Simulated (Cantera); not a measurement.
Feed: 1 mol Si3N4, 0.9 mol O2, 6.8 mol N2, 0.014 mol H2O, equilibrated at 0.140 Pa.

Equilibrium computed with Cantera from the NASA thermochemical tables; the gas is ideal and each condensed phase is pure. Candidate condensed phases: H2O, Si, SiO2, Si2N2O, Si3N4; 35 gas species. Mutual solubility and eutectic melting of coexisting phases are not modelled. The tables' values for SiN are old estimates; treat these amounts as uncertain. The tables hold silica as quartz up to 1696 K and as liquid above; real silica turns to tridymite and cristobalite and melts near 1996 K. Rates play no part.

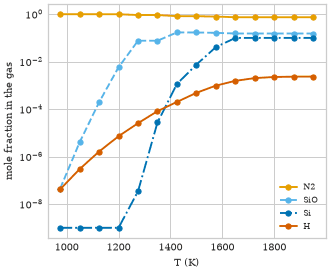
Figure. Equilibrium gas composition (values under 1e-9 drawn at 1e-9)

From 975 K to 1200 K the condensed part is SiO2(β-quartz) + Si2N2O(s). From 1275 K to 1350 K the condensed part is Si2N2O(s). From 1425 K to 1575 K the condensed part is Si(s). From 1650 K to 1950 K nothing is condensed. The main Si-bearing gas is SiO throughout.
